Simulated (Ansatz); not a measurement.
## Nudged elastic band, with input and output: CH₇BFN (part 2 of 2)

CH₇BFN; RKS B3LYP/6-31G* (Ansatz 0.2.0). One setting was made poor on purpose. It belongs to a series of runs on one base structure; here: band between the two ends.

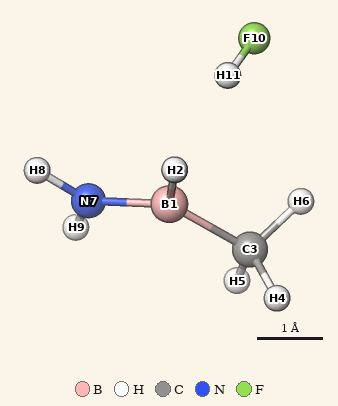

The input geometry (ball-and-stick view, seen at a tilt; atoms are numbered from 1 in the order of the input).

The last band as extended XYZ, continued
```
11
Properties=species:S:1:pos:R:3:forces:R:3 image=5 energy=-6034.70561
B    -0.0694    0.4685   -0.1748   -0.0462   1.3374  -0.4043
H    -0.1042    0.2082    1.3602   -0.0138   0.2181   0.9010
C     1.3496   -0.0799   -0.6873   -0.0735   0.3899  -0.0319
H     1.4683   -1.1689   -0.8443   -0.5250   0.2951   0.2715
H     1.4711    0.3654   -1.6847    0.2416   0.1145  -0.0456
H     2.2107    0.2316   -0.0868   -0.0491   0.2061  -0.0102
N    -1.2506   -0.2013   -0.6246   -0.1061   0.2864   0.0499
H    -1.3041   -0.5462   -1.5822    0.1952  -0.1263   0.4489
H    -2.1581    0.0931   -0.2890   -0.0741   0.2147  -0.1460
F    -0.2083    1.9917    0.2092    0.3161  -1.3160  -1.5446
H    -0.1616    1.0216    1.3439    0.1348  -1.6199   0.5112
11
Properties=species:S:1:pos:R:3:forces:R:3 image=6 energy=-6036.85135
B    -0.0797    0.6232   -0.5874    0.0098   0.0365  -0.0678
H    -0.1429    0.0836    2.1082   -0.0053  -0.0185   0.1403
C     1.3500    0.0303   -0.8921   -0.0053   0.0261  -0.0405
H     1.3588   -1.0594   -1.0088   -0.0227   0.0121  -0.0238
H     1.7463    0.4644   -1.8194    0.0501   0.0047  -0.0213
H     2.0623    0.2901   -0.0998   -0.0259   0.0081   0.0000
N    -1.2749   -0.0743   -0.8163   -0.0022   0.0316  -0.0370
H    -1.3061   -0.9778   -1.2615   -0.0056  -0.0826   0.0574
H    -2.1821    0.3083   -0.5888   -0.0107   0.0390  -0.0599
F    -0.1821    1.8800   -0.0893    0.0044  -0.0227  -0.0666
H    -0.1062    0.8154    1.9949    0.0134  -0.0343   0.1191
11
Properties=species:S:1:pos:R:3:forces:R:3 image=7 energy=-6036.94837
B    -0.0937    0.5113   -0.6806    0.0021  -0.0088   0.0012
H    -0.1004    0.5609    3.0248    0.0002   0.0084   0.0162
C     1.3519    0.0059   -1.0532   -0.0008   0.0014  -0.0029
H     1.3634   -0.9720   -1.5466   -0.0001   0.0009  -0.0090
H     1.8501    0.7227   -1.7192    0.0023   0.0030   0.0004
H     1.9781   -0.0617   -0.1544   -0.0017  -0.0056  -0.0022
N    -1.2764   -0.1574   -1.0287   -0.0003   0.0040  -0.0020
H    -1.2908   -1.0238   -1.5448    0.0001  -0.0015  -0.0048
H    -2.1906    0.1901   -0.7725   -0.0006  -0.0032  -0.0041
F    -0.2225    1.6617    0.0247   -0.0005  -0.0008   0.0004
H    -0.1259    0.9461    2.3902   -0.0007   0.0023   0.0069
11
Properties=species:S:1:pos:R:3:forces:R:3 image=8 energy=-6036.96318
B    -0.1008    0.3147   -0.6687    0.0016  -0.0018  -0.0010
H    -0.0952    1.1628    3.5437   -0.0001   0.0001  -0.0048
C     1.3516   -0.0316   -1.1729   -0.0111   0.0038   0.0011
H     1.3709   -0.7459   -2.0030    0.0005  -0.0035  -0.0045
H     1.8723    0.8778   -1.4995    0.0036   0.0038  -0.0012
H     1.9521   -0.4502   -0.3552    0.0054  -0.0035   0.0056
N    -1.2732   -0.2289   -1.2137   -0.0024  -0.0048  -0.0050
H    -1.2735   -0.8877   -1.9779   -0.0008   0.0077   0.0083
H    -2.1934    0.0101   -0.8698    0.0033  -0.0024  -0.0026
F    -0.2468    1.1903    0.3557   -0.0003   0.0006  -0.0023
H    -0.1206    1.1724    2.8010    0.0003   0.0000   0.0063
```

This output came from the following input.

Input file
```yaml
crystal:
  periodic: [false, false, false]
  atoms:
    - { symbol: B, position_ang: [-0.117146, -0.215106, -0.184071] }
    - { symbol: H, position_ang: [-0.206865, -0.456168, 1.000333] }
    - { symbol: C, position_ang: [1.288868, 0.022497, -0.84656] }
    - { symbol: H, position_ang: [1.965281, -0.822697, -0.658066] }
    - { symbol: H, position_ang: [1.25155, 0.192079, -1.929977] }
    - { symbol: H, position_ang: [1.757617, 0.90087, -0.381602] }
    - { symbol: "N", position_ang: [-1.322141, -0.183164, -0.883116] }
    - { symbol: H, position_ang: [-2.225036, -0.315655, -0.449084] }
    - { symbol: H, position_ang: [-1.377202, 0.002655, -1.876408] }
    - { symbol: F, position_ang: [0.197122, 2.09021, 1.53542] }
    - { symbol: H, position_ang: [0.031255, 1.168278, 1.61273] }
basis:
  gaussian: { orbitals: "6-31G*" }
hamiltonian:
  xc: b3lyp
neb:
  order_check: false
  images: 7
  f_tol: 0.2
  max_iterations: 56
  final_atoms:
    - { symbol: B, position_ang: [-0.10084665, 0.314724, -0.66867594] }
    - { symbol: H, position_ang: [-0.09516999, 1.16280221, 3.54372033] }
    - { symbol: C, position_ang: [1.35157398, -0.0315755, -1.17291926] }
    - { symbol: H, position_ang: [1.37091528, -0.74590953, -2.00302613] }
    - { symbol: H, position_ang: [1.87233491, 0.87774985, -1.49954299] }
    - { symbol: H, position_ang: [1.95210278, -0.4501883, -0.35518117] }
    - { symbol: "N", position_ang: [-1.27323051, -0.22888071, -1.21374016] }
    - { symbol: H, position_ang: [-1.27350842, -0.88771486, -1.9778905] }
    - { symbol: H, position_ang: [-2.19343241, 0.01008152, -0.86979158] }
    - { symbol: F, position_ang: [-0.24680471, 1.19030086, 0.35565467] }
    - { symbol: H, position_ang: [-0.12063127, 1.17240946, 2.80099172] }
  initial_path:
    images:
      - { positions_ang: [[-0.117146, -0.215106, -0.184071], [-0.206865, -0.456168, 1.000333], [1.288868, 0.022497, -0.84656], [1.965281, -0.822697, -0.658066], [1.25155, 0.192079, -1.929977], [1.757617, 0.90087, -0.381602], [-1.322141, -0.183164, -0.883116], [-2.225036, -0.315655, -0.449084], [-1.377202, 0.002655, -1.876408], [0.197122, 2.09021, 1.53542], [0.031255, 1.168278, 1.61273]] }
      - { positions_ang: [[-0.08709592, -0.15930578, -0.13622444], [-0.15739316, -0.32541572, 1.13678657], [1.31526717, 0.01966346, -0.83055245], [1.91154933, -0.87514063, -0.72110817], [1.25203097, 0.26357183, -1.89238221], [1.85478898, 0.82313816, -0.33782587], [-1.32479685, -0.15087424, -0.85642372], [-2.16444281, -0.45724697, -0.49959881], [-1.43200978, 0.18487717, -1.76667464], [0.08784616, 1.95391056, 1.26604737], [-0.01244108, 1.10662116, 1.57755537]] }
      - { positions_ang: [[-0.05704584, -0.10350557, -0.08837789], [-0.10792132, -0.19466344, 1.27324014], [1.34166634, 0.01682992, -0.8145449], [1.85781766, -0.92758425, -0.78415033], [1.25251194, 0.33506466, -1.85478742], [1.95196096, 0.74540631, -0.29404975], [-1.32745269, -0.11858448, -0.82973144], [-2.10384963, -0.59883893, -0.55011362], [-1.48681757, 0.36709935, -1.65694129], [-0.02142968, 1.81761112, 0.99667474], [-0.05613717, 1.04496432, 1.54238074]] }
      - { positions_ang: [[-0.02699577, -0.04770535, -0.04053133], [-0.05844949, -0.06391117, 1.40969372], [1.3680655, 0.01399638, -0.79853734], [1.804086, -0.98002788, -0.8471925], [1.25299292, 0.40655748, -1.81719263], [2.04913294, 0.66767447, -0.25027362], [-1.33010854, -0.08629472, -0.80303916], [-2.04325644, -0.7404309, -0.60062843], [-1.54162535, 0.54932152, -1.54720793], [-0.13070553, 1.68131169, 0.72730212], [-0.09983325, 0.98330748, 1.50720611]] }
      - { positions_ang: [[0.00305431, 0.00809486, 0.00731523], [-0.00897765, 0.06684111, 1.54614729], [1.39446467, 0.01116284, -0.78252979], [1.75035433, -1.03247151, -0.91023466], [1.25347389, 0.47805031, -1.77959784], [2.14630493, 0.58994262, -0.20649749], [-1.33276439, -0.05400496, -0.77634688], [-1.98266325, -0.88202286, -0.65114324], [-1.59643313, 0.73154369, -1.43747458], [-0.23998137, 1.54501225, 0.45792949], [-0.14352934, 0.92165064, 1.47203148]] }
      - { positions_ang: [[-0.02292093, 0.08475215, -0.16168256], [-0.03052573, 0.34083139, 2.04554055], [1.383742, 0.00047826, -0.88012716], [1.65549457, -0.96083101, -1.18343253], [1.40818914, 0.5779752, -1.70958413], [2.09775439, 0.32990989, -0.24366841], [-1.31788092, -0.0977239, -0.8856952], [-1.80537455, -0.88344586, -0.98283005], [-1.74568295, 0.55117815, -1.29555383], [-0.2416872, 1.4563344, 0.43236079], [-0.13780482, 0.98434035, 1.80427154]] }
      - { positions_ang: [[-0.04889617, 0.16140943, -0.33068036], [-0.05207382, 0.61482166, 2.54493381], [1.37301932, -0.01020633, -0.97772453], [1.56063481, -0.88919052, -1.4566304], [1.5629044, 0.67790008, -1.63957041], [2.04920385, 0.06987716, -0.28083933], [-1.30299745, -0.14144284, -0.99504352], [-1.62808584, -0.88486886, -1.31451687], [-1.89493277, 0.37081261, -1.15363308], [-0.24339304, 1.36765656, 0.40679208], [-0.1320803, 1.04703005, 2.1365116]] }
      - { positions_ang: [[-0.07487141, 0.23806672, -0.49967815], [-0.0736219, 0.88881194, 3.04432707], [1.36229665, -0.02089092, -1.07532189], [1.46577505, -0.81755002, -1.72982827], [1.71761966, 0.77782496, -1.5695567], [2.00065332, -0.19015557, -0.31801025], [-1.28811398, -0.18516177, -1.10439184], [-1.45079713, -0.88629186, -1.64620368], [-2.04418259, 0.19044706, -1.01171233], [-0.24509887, 1.27897871, 0.38122338], [-0.12635579, 1.10971976, 2.46875166]] }
      - { positions_ang: [[-0.10084665, 0.314724, -0.66867594], [-0.09516999, 1.16280221, 3.54372033], [1.35157398, -0.0315755, -1.17291926], [1.37091528, -0.74590953, -2.00302613], [1.87233491, 0.87774985, -1.49954299], [1.95210278, -0.4501883, -0.35518117], [-1.27323051, -0.22888071, -1.21374016], [-1.27350842, -0.88771486, -1.9778905], [-2.19343241, 0.01008152, -0.86979158], [-0.24680471, 1.19030086, 0.35565467], [-0.12063127, 1.17240946, 2.80099172]] }
```

Launch command:
```bash
ansatz run input.yaml --threads 1 --pin off --max-ram 2048MiB --backend cpu --events-out ev --progress --plain --runs-dir out
```

Results in brief

```csv
quantity,value
outcome,converged
"barrier, forward",1.192 eV
"barrier, backward",2.725 eV
hardware,"1 thread of Arm Neoverse V2, 24 GiB of memory available, shared host"
wall time,7 min
peak memory,0.16 GiB
```

Remarks

A deliberately poor setting: loose force. The order of the saddle point was not checked.
